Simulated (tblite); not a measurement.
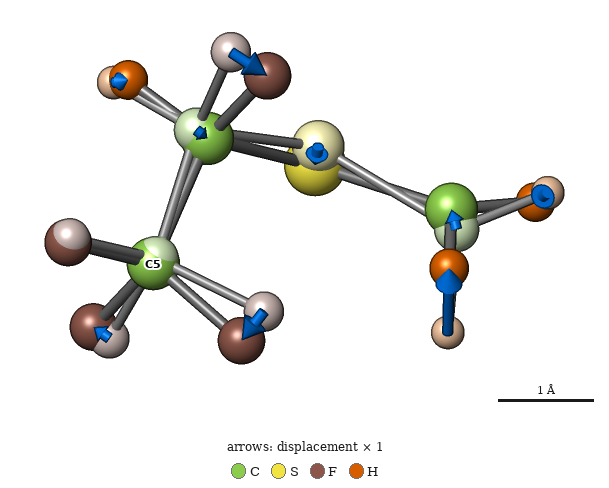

A relaxation of C3H3F4S (multiplicity 2). The starting structure is drawn faded, the final one solid; blue arrows show the displacements, at their true length. The two geometries are superimposed by the best rigid fit.

A ball-and-stick model, seen at a tilt.

Computed with tblite 0.8.0, GFN2-xTB geometry optimisation, gas phase. 

Q: Which element moves most?

A: Hydrogen: up to 0.98 Å, against 0.46 Å for fluorine.

Q: Describe the change and its energy.

A: The atom that moves furthest after the best rigid fit is an H atom (0.98 Å). Largest moves by element: H 0.98 Å, F 0.46 Å, S 0.29 Å, C 0.22 Å. Among the contacts that change: C–S 1.793 → 1.694 Å, C–S 1.796 → 1.853 Å, C–F 1.384 → 1.332 Å, C–H 1.098 → 1.071 Å. Bond angles that change, for instance: C–S–C 113.9° → 101.9°, C–C–F 106.2° → 113.5°, F–C–F 112.2° → 107.0°. Groups turn about C–S by about 30°, C–S by about 25°. After 92 geometry steps the energy has fallen by 60.9 kJ/mol.
